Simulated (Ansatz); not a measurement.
# SiAsH₂ (doublet): wB97M-V, B2PLYP, RPA-PBE over vertical spin and charge gaps and displaced geometries, cc-pVDZ, part 2 of 2

Ansatz 0.2.0, Gaussian basis; cc-pVDZ, all electrons in the functionals, frozen cores in the correlation of double hybrids and RPA. The steps go on from the part before.

### Step 13. B2PLYP, displaced geometry v2

in.yaml

```yaml
crystal:
  periodic: [false, false, false]
  atoms:
    - {symbol: Si, position_ang: [0.118515, -0.135843, 1.550690]}
    - {symbol: As, position_ang: [-0.046359, 0.056667, -0.602037]}
    - {symbol: H, position_ang: [0.030261, 1.112277, 2.353910]}
    - {symbol: H, position_ang: [0.113370, -1.539240, -0.812472]}
basis:
  gaussian: {orbitals: cc-pVDZ}
magnetization: {spin_polarized: true, initial_magnetization: 1}
hamiltonian: {xc: {name: B2PLYP}}
correlation: {electrons: outside_noble_gas}
```

Run with:

```sh
$ ansatz run in.yaml --threads 1 --pin off --events-out ev --progress --plain --max-ram 2393MiB
```

Output, shortened:

```text
Functional definition: B2PLYP
  name "B2PLYP"
  cite "Grimme, J. Chem. Phys. 124, 034108 (2006) doi:10.1063/1.2148954"
  cite "Becke, Phys. Rev. A 38, 3098 (1988) doi:10.1103/PhysRevA.38.3098"
  cite "Lee, Yang & Parr, Phys. Rev. B 37, 785 (1988) doi:10.1103/PhysRevB.37.785"
[...]
600 factors; integrals over basis functions are off by at most 1.3e-3 eV
[...]
mean field -68731.93573048 eV, -2525.8520499159 hartree, gradient 8.6e-6 eV, S^2 0.799595; 4 other end points of the search recorded, 0 dependent functions left out
19 core orbitals not correlated: weight in the atoms' cores, before any rotation towards them, 1.000 or more for the frozen orbitals, at most 0.000 for the correlated occupied ones
reference -68731.93585955 eV, -2525.8520546589 hartree; 6, 5 occupied and 30, 31 virtual orbitals, 600 factors
second order -6.62195879 eV of doubles, -0.00000000 eV of singles
Total energy: -68733.72378842 eV, -2525.9177598331 hartree
```

Wall time 6 s (1 thread of Arm Neoverse V1, shared host).

From the report: ⟨S²⟩ of the determinant 0.800 (pure doublet: 0.75).

From charge 0, doublet: +0.069 eV.

### Step 14. RPA-PBE, charge 0, doublet

in.yaml

```yaml
crystal:
  periodic: [false, false, false]
  atoms:
    - {symbol: Si, position_ang: [0.000000, -0.130861, 1.559201]}
    - {symbol: As, position_ang: [0.000000, 0.053275, -0.605120]}
    - {symbol: H, position_ang: [0.000000, 1.141309, 2.359007]}
    - {symbol: H, position_ang: [0.000000, -1.454938, -0.825589]}
basis:
  gaussian: {orbitals: cc-pVDZ}
magnetization: {spin_polarized: true, initial_magnetization: 1}
hamiltonian: {xc: {name: PBE}}
correlation: {method: rpa, electrons: outside_noble_gas}
```

Launched as before.

Output, shortened:

```text
Functional definition: PBE
  name "PBE"
  cite "Perdew, Burke & Ernzerhof, Phys. Rev. Lett. 77, 3865 (1996) doi:10.1103/PhysRevLett.77.3865"
  parent pbe
[...]
600 factors; integrals over basis functions are off by at most 1.4e-3 eV
[...]
mean field -68735.63286738 eV, -2525.9879171908 hartree, gradient 4.9e-6 eV, S^2 0.758653; 7 other end points of the search recorded, 0 dependent functions left out
19 core orbitals not correlated: weight in the atoms' cores, before any rotation towards them, 0.999 or more for the frozen orbitals, at most 0.000 for the correlated occupied ones
reference -68686.29193463 eV, -2524.1746713567 hartree; 6, 5 occupied and 30, 31 virtual orbitals, 600 factors
Total energy: -68696.06159860 eV, -2524.5336998855 hartree
```

Wall time 6.5 s (1 thread of Arm Neoverse V1, shared host).

From the report: ⟨S²⟩ of the determinant 0.759 (pure doublet: 0.75).

### Step 15. RPA-PBE, charge 0, quartet

Changes to in.yaml since step 14:

```diff
@@ -9,3 +9,3 @@
   gaussian: {orbitals: cc-pVDZ}
-magnetization: {spin_polarized: true, initial_magnetization: 1}
+magnetization: {spin_polarized: true, initial_magnetization: 3}
 hamiltonian: {xc: {name: PBE}}
```

Launched as before.

Output, shortened:

```text
Functional definition: PBE
  name "PBE"
  cite "Perdew, Burke & Ernzerhof, Phys. Rev. Lett. 77, 3865 (1996) doi:10.1103/PhysRevLett.77.3865"
  parent pbe
[...]
600 factors; integrals over basis functions are off by at most 1.4e-3 eV
[...]
mean field -68733.59257550 eV, -2525.9129378472 hartree, gradient 3.5e-6 eV, S^2 3.755025; 0 other end points of the search recorded, 0 dependent functions left out
19 core orbitals not correlated: weight in the atoms' cores, before any rotation towards them, 0.999 or more for the frozen orbitals, at most 0.000 for the correlated occupied ones
reference -68685.41874473 eV, -2524.1425822197 hartree; 7, 4 occupied and 29, 32 virtual orbitals, 600 factors
Total energy: -68694.01077120 eV, -2524.4583333687 hartree
```

Wall time 2.4 s (1 thread of Arm Neoverse V1, shared host).

From the report: ⟨S²⟩ of the determinant 3.755 (pure quartet: 3.75).

From charge 0, doublet: +2.051 eV.

### Step 16. RPA-PBE, charge 1, singlet

Changes to in.yaml since step 15:

```diff
@@ -9,3 +9,4 @@
   gaussian: {orbitals: cc-pVDZ}
-magnetization: {spin_polarized: true, initial_magnetization: 3}
+total_charge: 1
+magnetization: {spin_polarized: true, initial_magnetization: 0}
 hamiltonian: {xc: {name: PBE}}
```

The command is unchanged.

Output, shortened:

```text
Functional definition: PBE
  name "PBE"
  cite "Perdew, Burke & Ernzerhof, Phys. Rev. Lett. 77, 3865 (1996) doi:10.1103/PhysRevLett.77.3865"
  parent pbe
[...]
600 factors; integrals over basis functions are off by at most 1.4e-3 eV
[...]
mean field -68727.03843012 eV, -2525.6720774471 hartree, gradient 2.9e-6 eV, S^2 0.462900; 16 other end points of the search recorded, 0 dependent functions left out
19 core orbitals not correlated: weight in the atoms' cores, before any rotation towards them, 0.999 or more for the frozen orbitals, at most 0.000 for the correlated occupied ones
reference -68677.92983347 eV, -2523.8673698072 hartree; 5, 5 occupied and 31, 31 virtual orbitals, 600 factors
Total energy: -68687.53797158 eV, -2524.2204623700 hartree
```

Wall time 17 s (1 thread of Arm Neoverse V1, shared host).

From the report: ⟨S²⟩ of the determinant 0.463 (pure singlet: 0.00).

From charge 0, doublet: +8.524 eV.

### Step 17. RPA-PBE, charge 1, triplet

Changes to in.yaml since step 16:

```diff
@@ -10,3 +10,3 @@
 total_charge: 1
-magnetization: {spin_polarized: true, initial_magnetization: 0}
+magnetization: {spin_polarized: true, initial_magnetization: 2}
 hamiltonian: {xc: {name: PBE}}
```

Launched as before.

Output, shortened:

```text
Functional definition: PBE
  name "PBE"
  cite "Perdew, Burke & Ernzerhof, Phys. Rev. Lett. 77, 3865 (1996) doi:10.1103/PhysRevLett.77.3865"
  parent pbe
[...]
600 factors; integrals over basis functions are off by at most 1.4e-3 eV
[...]
mean field -68726.88988918 eV, -2525.6666186681 hartree, gradient 9.9e-6 eV, S^2 2.002457; 0 other end points of the search recorded, 0 dependent functions left out
19 core orbitals not correlated: weight in the atoms' cores, before any rotation towards them, 0.999 or more for the frozen orbitals, at most 0.000 for the correlated occupied ones
reference -68678.78894230 eV, -2523.8989414742 hartree; 6, 4 occupied and 30, 32 virtual orbitals, 600 factors
Total energy: -68687.38274142 eV, -2524.2147577671 hartree
```

It took 2.4 s on 1 thread of Arm Neoverse V1, shared host.

From the report: ⟨S²⟩ of the determinant 2.002 (pure triplet: 2.00).

From charge 0, doublet: +8.679 eV.

### Step 18. RPA-PBE, displaced geometry v1

in.yaml

```yaml
crystal:
  periodic: [false, false, false]
  atoms:
    - {symbol: Si, position_ang: [0.000676, -0.119571, 1.567904]}
    - {symbol: As, position_ang: [-0.000157, 0.048422, -0.607570]}
    - {symbol: H, position_ang: [0.047807, 1.195766, 2.313943]}
    - {symbol: H, position_ang: [-0.054970, -1.463295, -0.840850]}
basis:
  gaussian: {orbitals: cc-pVDZ}
magnetization: {spin_polarized: true, initial_magnetization: 1}
hamiltonian: {xc: {name: PBE}}
correlation: {method: rpa, electrons: outside_noble_gas}
```

Launched as before.

Output, shortened:

```text
Functional definition: PBE
  name "PBE"
  cite "Perdew, Burke & Ernzerhof, Phys. Rev. Lett. 77, 3865 (1996) doi:10.1103/PhysRevLett.77.3865"
  parent pbe
[...]
601 factors; integrals over basis functions are off by at most 1.2e-3 eV
[...]
mean field -68735.64338689 eV, -2525.9883037759 hartree, gradient 5.6e-6 eV, S^2 0.758506; 5 other end points of the search recorded, 0 dependent functions left out
19 core orbitals not correlated: weight in the atoms' cores, before any rotation towards them, 0.999 or more for the frozen orbitals, at most 0.000 for the correlated occupied ones
reference -68686.27836872 eV, -2524.1741728188 hartree; 6, 5 occupied and 30, 31 virtual orbitals, 601 factors
Total energy: -68696.07585442 eV, -2524.5342237773 hartree
```

Wall time 3.9 s (1 thread of Arm Neoverse V1, shared host).

From the report: ⟨S²⟩ of the determinant 0.759 (pure doublet: 0.75).

From charge 0, doublet: -0.014 eV.

### Step 19. RPA-PBE, displaced geometry v2

in.yaml

```yaml
crystal:
  periodic: [false, false, false]
  atoms:
    - {symbol: Si, position_ang: [0.118515, -0.135843, 1.550690]}
    - {symbol: As, position_ang: [-0.046359, 0.056667, -0.602037]}
    - {symbol: H, position_ang: [0.030261, 1.112277, 2.353910]}
    - {symbol: H, position_ang: [0.113370, -1.539240, -0.812472]}
basis:
  gaussian: {orbitals: cc-pVDZ}
magnetization: {spin_polarized: true, initial_magnetization: 1}
hamiltonian: {xc: {name: PBE}}
correlation: {method: rpa, electrons: outside_noble_gas}
```

Same command.

Output, shortened:

```text
Functional definition: PBE
  name "PBE"
  cite "Perdew, Burke & Ernzerhof, Phys. Rev. Lett. 77, 3865 (1996) doi:10.1103/PhysRevLett.77.3865"
  parent pbe
[...]
600 factors; integrals over basis functions are off by at most 1.3e-3 eV
[...]
mean field -68735.58564668 eV, -2525.9861818621 hartree, gradient 4.0e-6 eV, S^2 0.759073; 5 other end points of the search recorded, 0 dependent functions left out
19 core orbitals not correlated: weight in the atoms' cores, before any rotation towards them, 0.999 or more for the frozen orbitals, at most 0.000 for the correlated occupied ones
reference -68686.19523927 eV, -2524.1711178678 hartree; 6, 5 occupied and 30, 31 virtual orbitals, 600 factors
Total energy: -68696.00239320 eV, -2524.5315241271 hartree
```

Run time: 3.8 s. Hardware: 1 thread of Arm Neoverse V1, shared host.

From the report: ⟨S²⟩ of the determinant 0.759 (pure doublet: 0.75).

From charge 0, doublet: +0.059 eV.

### Step 20. The comparison

The yardstick is RCCSDT(Q), where the cluster series has nearly closed. It comes from earlier runs at the same points. Energies in eV, counted from charge 0, doublet; blanks weren't run or aren't comparable.

| level | doublet to quartet | ionisation to the singlet cation | ionisation to the triplet cation | displacement v1 | displacement v2 |
| --- | --- | --- | --- | --- | --- |
| RCCSDT(Q) | 1.974 |  | 8.572 | -0.009 | 0.065 |
| wB97M-V | 1.968 | 8.631 | 8.551 | 0.001 | 0.072 |
| B2PLYP | 2.000 | 8.735 | 8.606 | -0.004 | 0.069 |
| RPA-PBE | 2.051 | 8.524 | 8.679 | -0.014 | 0.059 |

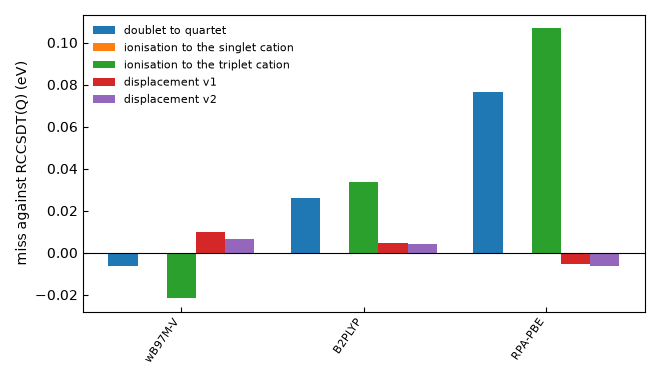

Misses of the gaps against RCCSDT(Q).

Largest miss and mean time a point (RCCSDT(Q) took 36 s a point; shared hosts):

| level | largest miss (eV) | where | time a point |
| --- | --- | --- | --- |
| wB97M-V | -0.022 | ionisation to the triplet cation | 27 s |
| B2PLYP | +0.034 | ionisation to the triplet cation | 7.7 s |
| RPA-PBE | +0.107 | ionisation to the triplet cation | 5.9 s |

### Step 21. Outcome

What follows sums up all 2 parts.

| quantity | value |
| --- | --- |
| doublet to quartet, RCCSDT(Q) | 1.974 eV |
| ionisation to the triplet cation, RCCSDT(Q) | 8.572 eV |
| displacement v1, RCCSDT(Q) | -0.009 eV |
| displacement v2, RCCSDT(Q) | 0.065 eV |
| largest miss, wB97M-V | -0.022 eV (ionisation to the triplet cation) |
| largest miss, B2PLYP | +0.034 eV (ionisation to the triplet cation) |
| largest miss, RPA-PBE | +0.107 eV (ionisation to the triplet cation) |

**Reading.** Misses are known at 4 of 5 points at best, and only functionals with that many are ranked. Of the functionals, wB97M-V keep the smallest largest miss at the points compared (at most 0.022 eV) and RPA-PBE strays most (0.107 eV, at ionisation to the triplet cation). wB97M-V, B2PLYP, RPA-PBE clearly break the spin symmetry at some points (⟨S²⟩ up to 1.01 above the pure value), so energy there is bought with a mixed spin. Functionals and the yardstick converge differently with the basis, so part of each miss in cc-pVDZ is the basis.
